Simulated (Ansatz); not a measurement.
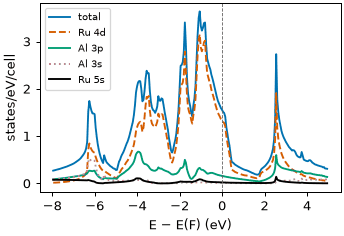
Total and projected density of states of AlRu (CsCl type, Pm-3m), DFT-r²SCAN in the program Ansatz with PAW potentials

Which orbitals carry the states next to the Fermi level?

Within 0.5 eV of the Fermi level: Ru 4d 84 %, Al 3p 11 %. Projections are on Löwdin-orthogonalised atomic valence shells; empty p or d shells of many metals are not among them.

Where is the tallest occupied peak in this window, and what makes it?

Near -1.0 eV, about 3.6 states/eV per cell; the largest projected share is Ru 4d.

Symmetry was held in the r²SCAN relaxation. No spin polarisation was allowed. Scalar-relativistic: spin–orbit coupling is off unless named, which matters more the heavier the elements.

Potentials: the later of the program's two PAW sets.
